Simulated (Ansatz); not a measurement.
# Geometry relaxation of CH9AlOSi

System: CH9AlOSi.
Method: UKS CAM-B3LYP/6-31G (Ansatz 0.2.0).

The input holds or restrains some coordinates. It belongs to a series of runs on one base structure; here: pulled along the bonds that form and break, towards end A. Figures and captions count atoms from 1; the log counts them from 0 in places.

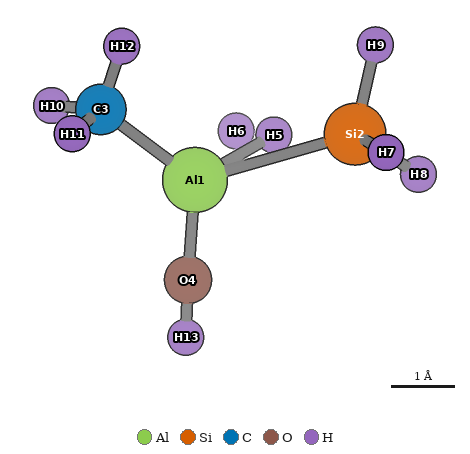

The starting structure (ball-and-stick view, seen at a tilt; atoms are numbered from 1 in the order of the input). Sticks mark near contacts.

Input
```yaml
crystal:
  periodic: [false, false, false]
  atoms:
    - { symbol: Al, position_ang: [-0.5754, 0.275, -0.3055] }
    - { symbol: Si, position_ang: [1.3652, 0.131, 1.5787] }
    - { symbol: C, position_ang: [-0.302, -0.3977, -2.1459] }
    - { symbol: O, position_ang: [-1.725, 1.3654, 0.1169] }
    - { symbol: H, position_ang: [-0.1886, -0.7746, 1.0332] }
    - { symbol: H, position_ang: [-0.9654, -1.3363, 0.8252] }
    - { symbol: H, position_ang: [2.3554, 1.2216, 1.4925] }
    - { symbol: H, position_ang: [0.9298, 0.2065, 2.9926] }
    - { symbol: H, position_ang: [2.2216, -1.0772, 1.5788] }
    - { symbol: H, position_ang: [-1.1591, -0.9617, -2.5236] }
    - { symbol: H, position_ang: [-0.1334, 0.4267, -2.8469] }
    - { symbol: H, position_ang: [0.5683, -1.0556, -2.1924] }
    - { symbol: H, position_ang: [-2.3914, 1.9769, 0.3964] }
magnetization:
  spin_polarized: true
basis:
  gaussian: { orbitals: "6-31G" }
hamiltonian:
  xc: cam_b3lyp
relax:
  f_tol: 0.15
  max_steps: 25
  restrain:
    - { distance: [0, 5], at: 2.82, k: 30.0 }
    - { distance: [4, 1], at: 2.72, k: 30.0 }
    - { distance: [0, 1], at: 2.32, k: 30.0 }
    - { distance: [4, 5], at: 0.62, k: 30.0 }
```

Run on 2 threads of Intel Xeon @ 2.50GHz (Skylake/Cascade Lake), 189 GiB of memory available, shared host.

Run as:
```bash
ansatz run input.yaml --threads 2 --pin off --max-ram 3072MiB --backend cpu --events-out ev --progress --plain --runs-dir out
```

What the program printed
```
The last accepted step is kept in [file] (removed where the run ends without a failure and the disk answers)
Engine: ansatz 0.2.0, x86_64-unknown-linux-gnu
Functional definition: CAM-B3LYP
  parameter alpha = 0.19
  parameter beta = 0.46
  parameter omega = 0.33/bohr
  parameter ac = 0.81
  exchange = (1 - alpha - beta)*b88_x + beta*b88_x_sr(omega) + alpha*exact_x + beta*exact_x_lr(omega)
  correlation = (1 - ac)*vwn5_c + ac*lyp_c
834 factors; integrals over basis functions are off by at most 4.0e-4 eV
388 factors; integrals over basis functions are off by at most 4.7e-7 eV
mean field evaluation 1: about -17692.8672 eV, gradient 4.2e1 eV
mean field evaluation 2: about -17688.6811 eV, gradient 5.4e1 eV
mean field evaluation 4: about -17699.7537 eV, gradient 1.8e0 eV
mean field evaluation 8: about -17699.7877 eV, gradient 5.0e-2 eV
mean field evaluation 16: about -17699.7877 eV, gradient 1.7e-5 eV
mean field -17699.78770821 eV, -650.4552009296 hartree, gradient 1.7e-5 eV, S^2 0.000000; 0 other end points of the search recorded, 0 dependent functions left out
the calculation of the forces begins
reference -17699.78785125 eV, -650.4552061864 hartree; 25, 25 occupied and 37, 37 virtual orbitals, 834 factors
relax step   1: F+E_penalty+E_count = -17699.78770821 eV  Δ(F+E_penalty+E_count) = +0.000e0 eV  max|allowed force component| = 1.958e0 eV/Å  E_restraint = 24.74174489 eV  max|allowed force component, restraints' pulls added| = 3.138e1 eV/Å  Δτ_max = 0.0000 Å  (30 SCF iters, accepted)
  distance Al 0 - H 5 = 2.0067 Å
  distance H 4 - Si 1 = 1.8794 Å
  distance Al 0 - Si 1 = 2.7087 Å
  distance H 4 - H 5 = 0.9809 Å
these checks for a lower state are left out or cut short: starts, cluster_reference, orbital_swaps, neighbouring_geometries, increment
834 factors; integrals over basis functions are off by at most 4.0e-4 eV
388 factors; integrals over basis functions are off by at most 4.8e-7 eV
mean field -17700.46347804 eV, -650.4800350128 hartree, gradient 2.3e-5 eV, S^2 0.000000; 0 other end points of the search recorded, 0 dependent functions left out
[... from here on the field's lines of each further geometry are left out, up to the last ...]
relax step   2: F+E_penalty+E_count = -17700.46347804 eV  Δ(F+E_penalty+E_count) = -6.758e-1 eV  max|allowed force component| = 2.017e0 eV/Å  E_restraint = 12.67776191 eV  max|allowed force component, restraints' pulls added| = 2.034e1 eV/Å  Δτ_max = 0.1949 Å  (31 SCF iters, accepted)
relax step   3: F+E_penalty+E_count = -17700.77438384 eV  Δ(F+E_penalty+E_count) = -3.109e-1 eV  max|allowed force component| = 2.027e0 eV/Å  E_restraint = 4.80723377 eV  max|allowed force component, restraints' pulls added| = 9.271e0 eV/Å  Δτ_max = 0.1946 Å  (30 SCF iters, accepted)
relax step   4: F+E_penalty+E_count = -17700.84860359 eV  Δ(F+E_penalty+E_count) = -7.422e-2 eV  max|allowed force component| = 2.965e0 eV/Å  E_restraint = 0.71851967 eV  max|allowed force component, restraints' pulls added| = 4.661e0 eV/Å  Δτ_max = 0.1944 Å  (31 SCF iters, accepted)
relax step   5: F+E_penalty+E_count = -17701.28768817 eV  Δ(F+E_penalty+E_count) = -4.391e-1 eV  max|allowed force component| = 2.615e0 eV/Å  E_restraint = 0.07347764 eV  max|allowed force component, restraints' pulls added| = 1.636e0 eV/Å  Δτ_max = 0.1938 Å  (31 SCF iters, accepted)
relax step   6: F+E_penalty+E_count = -17701.42931486 eV  Δ(F+E_penalty+E_count) = -1.416e-1 eV  max|allowed force component| = 2.192e0 eV/Å  E_restraint = 0.09014790 eV  max|allowed force component, restraints' pulls added| = 6.795e-1 eV/Å  Δτ_max = 0.1294 Å  (30 SCF iters, accepted)
relax step   7: F+E_penalty+E_count = -17701.46961473 eV  Δ(F+E_penalty+E_count) = -4.030e-2 eV  max|allowed force component| = 1.685e0 eV/Å  E_restraint = 0.10568368 eV  max|allowed force component, restraints' pulls added| = 5.252e-1 eV/Å  Δτ_max = 0.2000 Å  (30 SCF iters, accepted)
relax step   8: F+E_penalty+E_count = -17701.49223048 eV  Δ(F+E_penalty+E_count) = -2.262e-2 eV  max|allowed force component| = 1.587e0 eV/Å  E_restraint = 0.10707155 eV  max|allowed force component, restraints' pulls added| = 2.209e-1 eV/Å  Δτ_max = 0.2000 Å  (30 SCF iters, accepted)
the calculation of the forces begins
reference -17701.49537060 eV, -650.5179563649 hartree; 25, 25 occupied and 37, 37 virtual orbitals, 834 factors
relax step   9: F+E_penalty+E_count = -17701.49522688 eV  Δ(F+E_penalty+E_count) = -2.996e-3 eV  max|allowed force component| = 1.650e0 eV/Å  E_restraint = 0.10176787 eV  max|allowed force component, restraints' pulls added| = 1.054e-1 eV/Å  Δτ_max = 0.0792 Å  (27 SCF iters, accepted)
```

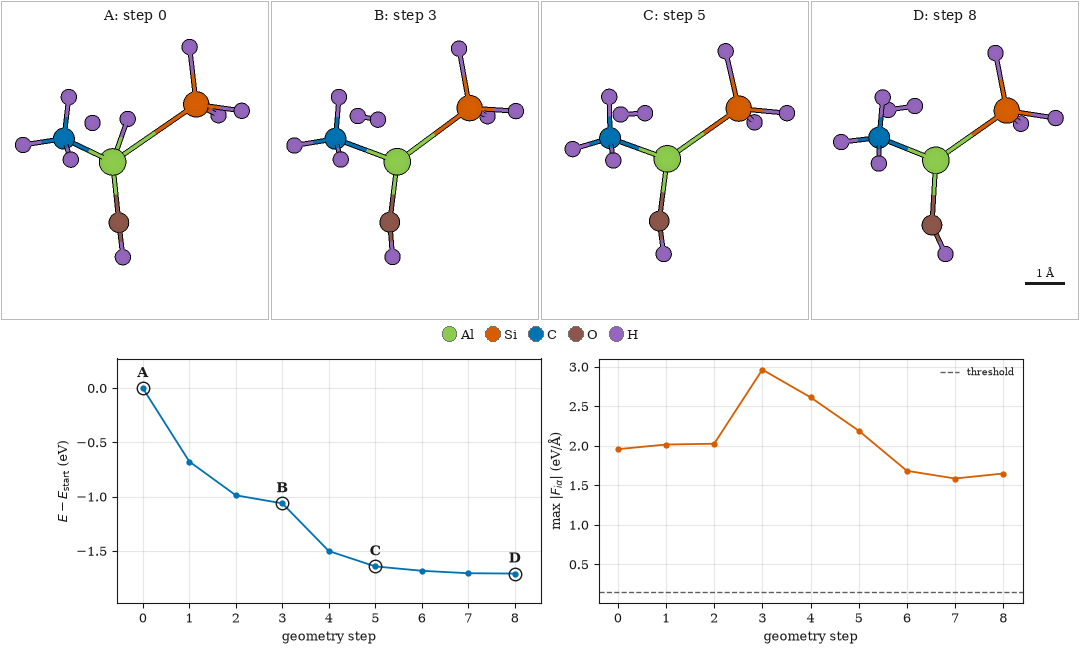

Frames of the restrained relaxation (ball-and-stick view, seen at a tilt) above the curves, on which the letters mark them (the first geometry is step 0 here and step 1 in the log).

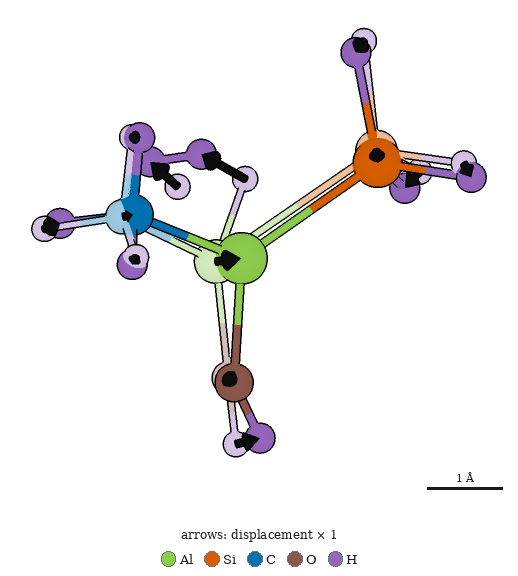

Start (faint) and end (solid) with the displacements as black arrows, at true length (ball-and-stick view, seen at a tilt). The two geometries are laid on each other by the best rigid fit. The energy falls by 1.708 eV in 8 geometry steps. Largest force component: 2 eV/Å at the start, 1.7 eV/Å at the end. The atom that moves furthest after the best rigid fit is H5 (0.93 Å). Largest moves by element: H 0.93 Å, Al 0.40 Å, O 0.31 Å, Si 0.24 Å, C 0.14 Å. Among the contacts that change: Al1–H5 1.745 → 2.606 Å, Al1–Si2 2.709 → 2.353 Å, H5–H6 0.981 → 0.695 Å, Al1–O4 1.640 → 1.715 Å. New bonds form: H5–H6 (0.98 → 0.70 Å). Bonds break: Al1–H5 (1.74 → 2.61 Å). Among the angles that change: Al1–O4–H13 177.6° → 148.5°, C3–Al1–O4 124.2° → 112.8°, Si2–Al1–O4 111.0° → 119.6°. (Atoms are counted from 1 in the order of the input.)

```
  distance Al 0 - H 5 = 2.8220 Å
  distance H 4 - Si 1 = 2.7272 Å
  distance Al 0 - Si 1 = 2.3526 Å
  distance H 4 - H 5 = 0.6953 Å
834 factors; integrals over basis functions are off by at most 7.8e-4 eV
388 factors; integrals over basis functions are off by at most 4.5e-7 eV
mean field -17701.49522688 eV, -650.5179510833 hartree, gradient 1.6e-5 eV, S^2 0.000000; 1 other end points of the search recorded, 0 dependent functions left out
the calculation of the forces begins
reference -17701.49537060 eV, -650.5179563649 hartree; 25, 25 occupied and 37, 37 virtual orbitals, 834 factors
Total energy: -17701.49537060 eV, -650.5179563649 hartree
Atom 0 at    -0.244841     0.507366    -0.285791 Å, force    -0.622447     0.137653    -0.814101 eV/Å
Atom 1 at     1.348519     0.312950     1.434070 Å, force     0.842703     0.061103     0.710037 eV/Å
Atom 2 at    -0.214975    -0.356546    -2.043583 Å, force     0.018979     0.052993    -0.034667 eV/Å
Atom 3 at    -1.576045     1.569975    -0.089558 Å, force    -0.100978     0.051232     0.105449 eV/Å
Atom 4 at    -0.622825    -1.562583     1.250894 Å, force     1.467943     0.885441     1.100365 eV/Å
Atom 5 at    -1.130095    -1.891740     0.907720 Å, force    -1.650298    -1.118900    -1.078895 eV/Å
Atom 6 at     2.348490     1.436529     1.453778 Å, force     0.009426     0.002210     0.012155 eV/Å
Atom 7 at     0.706902     0.296510     2.794926 Å, force    -0.003432    -0.005941     0.008061 eV/Å
Atom 8 at     2.147822    -0.957971     1.329042 Å, force    -0.022914     0.007710    -0.004683 eV/Å
Atom 9 at    -1.102641    -0.983994    -2.190410 Å, force     0.037381     0.017697     0.032061 eV/Å
Atom 10 at    -0.261389     0.433907    -2.804523 Å, force     0.005377    -0.062566    -0.005572 eV/Å
Atom 11 at     0.675521    -0.963348    -2.234884 Å, force    -0.031970     0.002438     0.029850 eV/Å
Atom 12 at    -2.074442     2.158943     0.478320 Å, force     0.050231    -0.031070    -0.060060 eV/Å
Dipole moment:    -0.104462     0.007105     0.081074 e Å
```

Trajectory as extended XYZ (Å, eV, eV/Å), 9 frames, from step=1 to step=9
```
13
Properties=species:S:1:pos:R:3:forces:R:3 step=1 energy=-17699.78771
Al   -0.5754    0.2750   -0.3055    1.5162  -0.4128  -0.5229
Si    1.3652    0.1310    1.5787    0.4933   0.7989  -0.4412
C    -0.3020   -0.3977   -2.1459    0.1262  -0.1126   0.2710
O    -1.7250    1.3654    0.1169   -1.0367   0.9101   0.2932
H    -0.1886   -0.7746    1.0332   -1.9500  -1.9581  -0.0452
H    -0.9654   -1.3363    0.8252    0.9438   0.6569   0.1861
H     2.3554    1.2216    1.4925    0.3270   0.5184  -0.1778
H     0.9298    0.2065    2.9926   -0.4758   0.0195   0.3288
H     2.2216   -1.0772    1.5788    0.0974  -0.5329  -0.2422
H    -1.1591   -0.9617   -2.5236   -0.1144   0.0080   0.1576
H    -0.1334    0.4267   -2.8469    0.0253   0.0949   0.1668
H     0.5683   -1.0556   -2.1924    0.0885  -0.0436  -0.0370
H    -2.3914    1.9769    0.3964   -0.0408   0.0534   0.0628
13
Properties=species:S:1:pos:R:3:forces:R:3 step=2 energy=-17700.46348
Al   -0.4802    0.3777   -0.3246    1.7116  -0.0694  -0.1888
Si    1.4115    0.1943    1.5597   -0.8995  -0.5790  -0.4085
C    -0.2997   -0.3967   -2.1441    0.0306   0.0312   0.2814
O    -1.7222    1.3763    0.1161   -0.6906   0.4667   0.0688
H    -0.3471   -0.8766    0.9837   -1.4650  -2.0171   0.4588
H    -0.9570   -1.4246    0.9143    0.5726   0.5004   0.0437
H     2.3670    1.2354    1.4904    1.3146   1.3929  -0.0765
H     0.9279    0.2075    2.9901   -0.3559   0.1161  -0.1590
H     2.2204   -1.0770    1.5763   -0.0970  -0.1199  -0.3387
H    -1.1598   -0.9611   -2.5209   -0.0883   0.0932   0.2590
H    -0.1331    0.4269   -2.8463    0.0438   0.0541  -0.0119
H     0.5692   -1.0559   -2.1928    0.1159  -0.0342  -0.0239
H    -2.3967    1.9738    0.3980   -0.1928   0.1648   0.0957
13
Properties=species:S:1:pos:R:3:forces:R:3 step=3 energy=-17700.77438
Al   -0.3575    0.4901   -0.3281    0.4126  -0.4224  -0.0775
Si    1.4374    0.2618    1.5173   -1.5496  -2.0269   0.3781
C    -0.2982   -0.3933   -2.1378    0.2849   0.3517   0.3484
O    -1.7181    1.3790    0.1157    0.0283   0.1420  -0.1423
H    -0.4907   -1.0075    0.9743    0.9871   0.5799   0.3778
H    -0.9810   -1.5128    0.9773   -1.5638  -1.5907  -0.0388
H     2.3919    1.2603    1.4903    1.9477   1.9738  -0.0268
H     0.9251    0.2104    2.9796   -0.1769   0.2799  -0.7319
H     2.2154   -1.0714    1.5701   -0.3032   0.4215  -0.4756
H    -1.1608   -0.9588   -2.5155   -0.0858   0.2134   0.4975
H    -0.1328    0.4264   -2.8476    0.0557  -0.0188  -0.1481
H     0.5701   -1.0557   -2.1929    0.1032  -0.0145  -0.0342
H    -2.4009    1.9714    0.3973   -0.1401   0.1111   0.0734
13
Properties=species:S:1:pos:R:3:forces:R:3 step=4 energy=-17700.84860
Al   -0.2368    0.5663   -0.2955   -1.3603  -0.6130  -0.8234
Si    1.4433    0.3225    1.4608   -0.5415  -2.0454   1.3871
C    -0.2821   -0.3745   -2.1189    0.4674   0.4357   0.3611
O    -1.6956    1.3768    0.1142    0.5230   0.0910  -0.1525
H    -0.6296   -1.1435    0.9763    2.2827   2.4008  -0.0618
H    -1.0620   -1.6468    1.0302   -2.5698  -2.9647   0.2618
H     2.4480    1.3139    1.4918    1.3751   1.3675  -0.0081
H     0.9190    0.2273    2.9370   -0.1070   0.4050  -0.9598
H     2.1987   -1.0432    1.5441   -0.3580   0.6651  -0.5861
H    -1.1586   -0.9401   -2.4815   -0.0054   0.3516   0.7319
H    -0.1276    0.4263   -2.8554    0.0724  -0.0274  -0.1033
H     0.5748   -1.0533   -2.1937    0.0975   0.0220  -0.0384
H    -2.3915    1.9682    0.3906    0.1239  -0.0882  -0.0084
13
Properties=species:S:1:pos:R:3:forces:R:3 step=5 energy=-17701.28769
Al   -0.2225    0.5116   -0.2538   -1.3201   0.1359  -1.2862
Si    1.4325    0.3355    1.4304    0.4606  -0.8497   1.2507
C    -0.2081   -0.3335   -2.0854   -0.1083  -0.0195   0.2333
O    -1.6598    1.3959    0.0810    0.3965  -0.0469  -0.0775
H    -0.7071   -1.3063    1.0474    2.2851   2.2680   0.1325
H    -1.1646   -1.7967    1.0524   -2.4526  -2.6145  -0.0150
H     2.4831    1.3617    1.4774    0.4081   0.4893  -0.0948
H     0.8306    0.3237    2.8424    0.0466   0.0838  -0.4784
H     2.1800   -1.0019    1.3927   -0.2220   0.3512  -0.1628
H    -1.1525   -0.8697   -2.3209    0.3621   0.3046   0.3266
H    -0.0956    0.4371   -2.8645    0.0138  -0.0378   0.1761
H     0.6156   -1.0493   -2.2070   -0.0393   0.0764   0.0186
H    -2.3316    1.9920    0.4078    0.1695  -0.1408  -0.0230
13
Properties=species:S:1:pos:R:3:forces:R:3 step=6 energy=-17701.42932
Al   -0.1995    0.5010   -0.2645   -0.6659  -0.0379  -0.8290
Si    1.4199    0.3152    1.4483    0.7762  -0.0567   0.6798
C    -0.2013   -0.3211   -2.0473    0.0055   0.0606   0.0711
O    -1.6151    1.4005   -0.0176    0.0020   0.1116   0.0218
H    -0.6758   -1.3913    1.1398    2.0279   1.5253   0.6227
H    -1.1955   -1.8160    1.0123   -2.1921  -1.8083  -0.5486
H     2.4663    1.3919    1.4403    0.0236   0.0472  -0.0026
H     0.8023    0.3277    2.8231   -0.0067   0.0278  -0.0609
H     2.1724   -0.9911    1.3597   -0.0531   0.0695  -0.0343
H    -1.1700   -0.8084   -2.2241    0.1212   0.0131   0.0587
H    -0.1135    0.4738   -2.7956    0.0115   0.0364  -0.0694
H     0.6000   -1.0386   -2.2242    0.0597  -0.1122  -0.0230
H    -2.2902    1.9565    0.3497   -0.1097   0.1235   0.1136
13
Properties=species:S:1:pos:R:3:forces:R:3 step=7 energy=-17701.46962
Al   -0.2830    0.4501   -0.2499   -0.5266   0.6566  -0.8037
Si    1.3687    0.3191    1.4204    0.7682  -0.0197   0.7016
C    -0.1907   -0.3274   -2.0458   -0.2134  -0.1189   0.0443
O    -1.5902    1.5246   -0.0024   -0.0182  -0.1299   0.0010
H    -0.6053   -1.5537    1.2283    1.5077   1.0010   0.7565
H    -1.1388   -1.9355    0.9935   -1.6846  -1.2386  -0.7243
H     2.3941    1.4194    1.4049   -0.0326   0.0153  -0.0369
H     0.7437    0.3400    2.7870    0.0295  -0.0188   0.0619
H     2.1398   -0.9698    1.3203    0.0048  -0.0034   0.0314
H    -1.1485   -0.8306   -2.2345    0.0827  -0.0391  -0.1441
H    -0.0977    0.4684   -2.7954   -0.0149   0.0101   0.0670
H     0.6208   -1.0425   -2.2096   -0.0280   0.0056   0.0774
H    -2.2128    2.1379    0.3831    0.1256  -0.1199  -0.0320
13
Properties=species:S:1:pos:R:3:forces:R:3 step=8 energy=-17701.49223
Al   -0.2403    0.5000   -0.2770   -0.7622   0.2774  -0.6843
Si    1.3517    0.3111    1.4449    0.8674   0.0168   0.6543
C    -0.2197   -0.3669   -2.0320    0.0480   0.1475  -0.2209
O    -1.5504    1.5816   -0.0595    0.1003  -0.1732  -0.0876
H    -0.6217   -1.5578    1.2255    1.4059   0.8658   0.9821
H    -1.1375   -1.9009    0.9047   -1.5871  -1.0999  -0.9555
H     2.3552    1.4310    1.4589    0.0036   0.0180   0.0211
H     0.7202    0.2834    2.8091   -0.0093  -0.0010   0.0097
H     2.1537   -0.9574    1.3211   -0.0211   0.0045   0.0164
H    -1.0980   -1.0126   -2.1787    0.1664   0.0494   0.0508
H    -0.2950    0.4380   -2.7827   -0.0079  -0.1732   0.0711
H     0.6930   -0.9376   -2.2490   -0.1773   0.0018   0.0795
H    -2.1112    2.1882    0.4146   -0.0267   0.0661   0.0633
13
Properties=species:S:1:pos:R:3:forces:R:3 step=9 energy=-17701.49523
Al   -0.2448    0.5074   -0.2858   -0.6224   0.1377  -0.8141
Si    1.3485    0.3130    1.4341    0.8427   0.0611   0.7100
C    -0.2150   -0.3565   -2.0436    0.0190   0.0530  -0.0347
O    -1.5760    1.5700   -0.0896   -0.1010   0.0512   0.1054
H    -0.6228   -1.5626    1.2509    1.4679   0.8854   1.1004
H    -1.1301   -1.8917    0.9077   -1.6503  -1.1189  -1.0789
H     2.3485    1.4365    1.4538    0.0094   0.0022   0.0122
H     0.7069    0.2965    2.7949   -0.0034  -0.0059   0.0081
H     2.1478   -0.9580    1.3290   -0.0229   0.0077  -0.0047
H    -1.1026   -0.9840   -2.1904    0.0374   0.0177   0.0321
H    -0.2614    0.4339   -2.8045    0.0054  -0.0626  -0.0056
H     0.6755   -0.9633   -2.2349   -0.0320   0.0024   0.0299
H    -2.0744    2.1589    0.4783    0.0502  -0.0311  -0.0601
```

Key numbers

```tsv
quantity	value
outcome	converged under the restraints of the input
total energy	−17701.4954 eV
mean-field energy	−17701.4954 eV
largest force (length of the vector) at the end, held atoms and coordinates included	2.267 eV/Å
wall time	82 s (CPU time 2.5 min)
peak memory	0.25 GiB
```
